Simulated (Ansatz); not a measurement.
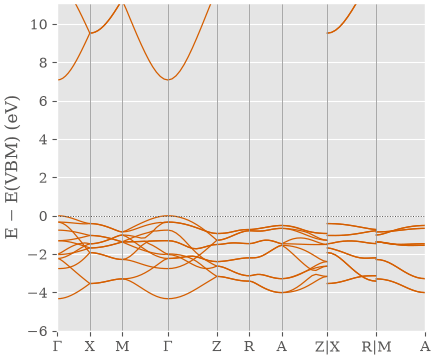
Band structure from plane-wave PAW LDA (Ansatz code)

Q: Read off the gap and where the band edges lie.

A: About 7.1 eV (7.08 eV by a search for the band edges); maximum at Γ, minimum at Γ.

The material is MgF$_{2}$ (rutile, P4_2/mnm).

The LDA relaxation kept the symmetry of its start.

Potentials: the earlier of the program's two PAW sets. The files were generated under PBE; for other functionals the program regenerates the frozen cores, and for LDA and PBEsol the local potential too.
